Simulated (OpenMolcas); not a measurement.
# One shape, several levels: BNH3ClO (SMILES NB(O)Cl)

Aim: a comparison of 6 runs (B2PLYP/def2-SVPD, M06-L/def2-SVPD, SVWN5/def2-SVPD, r2SCAN/def2-SVPD, revPBE/def2-SVPD, MP2/def2-SVPD) of BNH3ClO. 

Program for the calculation: OpenMolcas 26.06.

### 1 The structure to begin with

BNH3ClO has 7 atoms, charge 0, and is taken as a singlet. SMILES: `NB(O)Cl`. The coordinates come from a PBE0-D4/def2-TZVP relaxation. This is one conformer, not always the lowest.

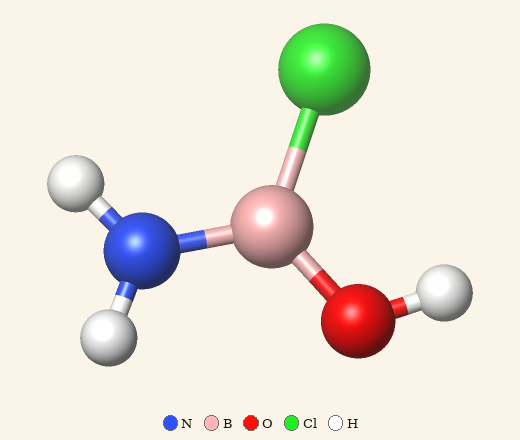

Viewed from a chosen angle; nitrogen blue, boron pink, oxygen red, chlorine green, hydrogen white.

### 2 The energy at B2PLYP/def2-SVPD (run 1)

File run.inp:

```
* BClH3NO Kohn-Sham DFT
>>> EXPORT MOLCAS_PRINT=2

&GATEWAY
 BASLIB
 $CurrDir
 BASISSET
 N.def2-SVPD....
 N1 -0.520100 0.976200 -0.014400 angstrom
 End of Basis
 BASISSET
 B.def2-SVPD....
 B2 0.060900 -0.288100 -0.083300 angstrom
 End of Basis
 BASISSET
 O.def2-SVPD....
 O3 1.097000 -0.622600 0.732400 angstrom
 End of Basis
 BASISSET
 Cl.def2-SVPD....
 Cl4 -0.570000 -1.477100 -1.260400 angstrom
 End of Basis
 BASISSET
 H.def2-SVPD....
 H5 -1.284200 1.257300 -0.599100 angstrom
 H6 -0.194300 1.671700 0.633400 angstrom
 H7 1.410800 -1.517400 0.591500 angstrom
 End of Basis

&SEWARD
 GRIDINPUT
 Grid=UltraFine
 End of Grid

&SCF
 KSDFT
 B2PLYP_SCF
 THRESHOLDS
 1e-10 1e-07 1e-07 1e-05
 PRORBITALS
 1 2

&MBPT2
 FROZEN
 8
```

The basis set def2-SVPD is read from a file made from the Basis Set Exchange's data (not shown).

Run with:

```bash
$ export MOLCAS_MEM=1860
$ pymolcas run.inp > run.log
```

Log:

```text
--- Start Module: gateway ---
[...]
--- Stop Module: gateway /rc=_RC_ALL_IS_WELL_ ---
[...]
      Basis functions          114
[...]
--- Start Module: scf ---
[...]
       Convergence after  14 Iterations
[...]
::    Total KS-DFT energy                            -616.2587337268
[...]
      Total spin, S                                     0.0000000000
[...]
      Total electronic charge=   40.000000
      Total            charge=   -0.000000
[...]
      Dipole Moment (debye):
      Origin of the operator (angstrom)=   -0.1148   -0.6290   -0.4158
                   X= -6.6152E-02               Y=  1.0503E+00               Z=  4.5033E-01           Total=  1.1447E+00
      Quadrupole Moment (debye*angstrom):
[...]
--- Stop Module: scf /rc=_RC_ALL_IS_WELL_ ---
[...]
--- Start Module: mbpt2 ---
[...]
 ###    WARNING: MP2 implementation intended for RHF references only         ###
 ###############################################################################
MBPT2 WARNING: Reference function according to RunFile:KS-DFT
I'll assume you know what you're doing and continue
WARNING!
Default frozen orbitals as non valence orbitals is overwritten by user input.
Default values:   8
[...]
       Reference weight ( Cref**2 )         =        0.77220
::    Total MBPT2 energy                             -616.9961301065
[...]
      Total MBPT2 calculations                           0.83      0.93
--- Stop Module: mbpt2 /rc=_RC_ALL_IS_WELL_ ---
[...]
```

Wall time 51 s (1 thread of Intel Xeon Platinum 8259CL at 2.50GHz (Skylake/Cascade Lake), shared host); peak memory 0.69 GiB.

### 3 Energy and gradient at M06-L/def2-SVPD (run 2)

File coord.xyz:

```xyz
7

N     -0.520100     0.976200    -0.014400
B      0.060900    -0.288100    -0.083300
O      1.097000    -0.622600     0.732400
Cl    -0.570000    -1.477100    -1.260400
H     -1.284200     1.257300    -0.599100
H     -0.194300     1.671700     0.633400
H      1.410800    -1.517400     0.591500
```

File mol.inp:

```
&GATEWAY
 BasLib=$CurrDir
 Coord=coord.xyz
 Basis=def2-SVPD
 Group=NoSym

&SEWARD
 GridInput
 Grid=UltraFine
 End of Grid

&SCF
 KSDFT=M06L
 Thresholds=1e-10 1e-07 1e-07 1e-05
 PrOrbitals=0

&ALASKA
```

The basis set def2-SVPD is read from a file made from the Basis Set Exchange's data (not shown).

Run with:

```bash
$ export MOLCAS_MEM=1860
$ pymolcas mol.inp > mol.log
```

Log:

```text
--- Start Module: gateway ---
[...]
--- Stop Module: gateway /rc=_RC_ALL_IS_WELL_ ---
[...]
      Basis functions          114
[...]
--- Start Module: scf ---
[...]
       Convergence after  15 Iterations
[...]
::    Total KS-DFT energy                            -616.7252067309
[...]
      Total spin, S                                     0.0000000000
[...]
      Total electronic charge=   40.000000
      Total            charge=   -0.000000
[...]
      Dipole Moment (debye):
      Origin of the operator (angstrom)=   -0.1148   -0.6290   -0.4158
                   X= -6.8649E-03               Y=  1.1047E+00               Z=  5.3295E-01           Total=  1.2265E+00
      Quadrupole Moment (debye*angstrom):
[...]
--- Stop Module: scf /rc=_RC_ALL_IS_WELL_ ---
[...]
--- Start Module: alaska ---
[...]
 *              Molecular gradients               *
 **************************************************
  Irreducible representation: a
 ------------------------------------------------------------------------------------------
                              X                       Y                       Z
 ------------------------------------------------------------------------------------------
  N1               -9.70460326586986E-04    2.79796616036965E-03    4.55449101728567E-04
  B2               -2.19811909882295E-03   -7.81299554907244E-04   -2.47819713129804E-03
  O3                2.96994965561126E-04    2.79253642783583E-04    4.27070065228463E-04
  CL4               1.42664913899093E-03    2.44906088956043E-03    2.55148498391833E-03
  H5                2.74278427966301E-03   -2.06396702075384E-03    1.58231610177495E-03
  H6               -4.81165579235526E-04   -3.11594687275729E-03   -1.97613306105948E-03
  H7               -8.16683379598171E-04    4.34932755752904E-04   -5.61990060242823E-04
 ------------------------------------------------------------------------------------------
--- Stop Module: alaska /rc=_RC_ALL_IS_WELL_ ---
[...]
```

Wall time 82 s (1 thread of Intel Xeon Platinum 8259CL at 2.50GHz (Skylake/Cascade Lake), shared host); peak memory 0.69 GiB.

Runs 3 to 5 aren't shown in full; the table further down has their settings and results.

### 4 A single-point energy at MP2/def2-SVPD (run 6)

File job.input:

```
&GATEWAY
 BasLib=$CurrDir
 Coord
 7
 angstrom
 N       -0.520100       0.976200      -0.014400
 B        0.060900      -0.288100      -0.083300
 O        1.097000      -0.622600       0.732400
 Cl      -0.570000      -1.477100      -1.260400
 H       -1.284200       1.257300      -0.599100
 H       -0.194300       1.671700       0.633400
 H        1.410800      -1.517400       0.591500
 Basis=def2-SVPD
 Group=NoSym

&SEWARD

&SCF
 Thresholds=1e-10 1e-07 1e-07 1e-05
 PrOrbitals=1 1

&MBPT2
 Frozen=8
```

The basis set def2-SVPD is read from a file made from the Basis Set Exchange's data (not shown).

Run with:

```bash
$ export MOLCAS_MEM=1860
$ pymolcas job.input > job.log
```

Log:

```text
--- Start Module: gateway ---
[...]
--- Stop Module: gateway /rc=_RC_ALL_IS_WELL_ ---
[...]
      Basis functions          114
[...]
--- Start Module: scf ---
[...]
       Convergence after  13 Iterations
[...]
::    Total SCF energy                               -615.1562913622
[...]
      Total spin, S                                     0.0000000000
[...]
      Total electronic charge=   40.000000
      Total            charge=   -0.000000
[...]
      Dipole Moment (debye):
      Origin of the operator (angstrom)=   -0.1148   -0.6290   -0.4158
                   X= -6.0981E-02               Y=  1.0167E+00               Z=  4.3875E-01           Total=  1.1090E+00
      Quadrupole Moment (debye*angstrom):
[...]
--- Stop Module: scf /rc=_RC_ALL_IS_WELL_ ---
[...]
--- Start Module: mbpt2 ---
[...]
WARNING!
Default frozen orbitals as non valence orbitals is overwritten by user input.
Default values:   8
[...]
       Reference weight ( Cref**2 )         =        0.83872
::    Total MBPT2 energy                             -615.7614841893
[...]
      Total MBPT2 calculations                           0.81      0.92
--- Stop Module: mbpt2 /rc=_RC_ALL_IS_WELL_ ---
[...]
```

Run time: 21 s. Hardware: 1 thread of Intel Xeon Platinum 8259CL at 2.50GHz (Skylake/Cascade Lake), shared host; peak memory 0.69 GiB.

### 5 The series

```
run             level      task  frozen core orbitals  energy (Eh)  dipole moment (D) of the reference  HOMO energy (eV)  LUMO energy (eV)  wall time
  1  B2PLYP/def2-SVPD    energy                     8  -616.457831                                1.14             -9.50              0.59       51 s
  2   M06-L/def2-SVPD  gradient                     –  -616.725207                                1.23             -7.01             -0.05       82 s
  3   SVWN5/def2-SVPD  gradient                     –  -613.998598                                1.22             -6.92             -0.64       50 s
  4  r2SCAN/def2-SVPD  gradient                     –  -616.628679                                1.23             -7.07              0.12       83 s
  5  revPBE/def2-SVPD  gradient                     –  -616.607811                                1.26             -6.70             -0.64       64 s
  6     MP2/def2-SVPD    energy                     8  -615.761484                                1.11            -11.71              1.62       21 s
```

### 6 Outcome

```
                                          quantity          value
                               run 6: total energy  -615.76148 Eh
         run 6: dipole moment (mean-field density)         1.11 D
        run 6: HOMO energy (Hartree–Fock orbitals)      -11.71 eV
        run 6: LUMO energy (Hartree–Fock orbitals)        1.62 eV
      run 6: HOMO–LUMO gap (Hartree–Fock orbitals)       13.33 eV
run 6: correlation energy (8 core orbitals frozen)     -605.2 mEh
```

In words: Over runs 1, 2, 3, 4, 5 the dipole moment (its size) runs from 1.14 D (B2PLYP/def2-SVPD) to 1.26 D (revPBE/def2-SVPD). A double hybrid's value is that of its SCF part. Over runs 1, 2, 3, 4, 5 the HOMO–LUMO gap runs from 6.06 eV (revPBE/def2-SVPD) to 10.09 eV (B2PLYP/def2-SVPD). For B2PLYP the log adds the whole second-order term; the table takes 0.27 of it, as the functional is defined. Totals of different functionals can't be ranked against each other. All runs together took 5.8 min, the longest 83 s.
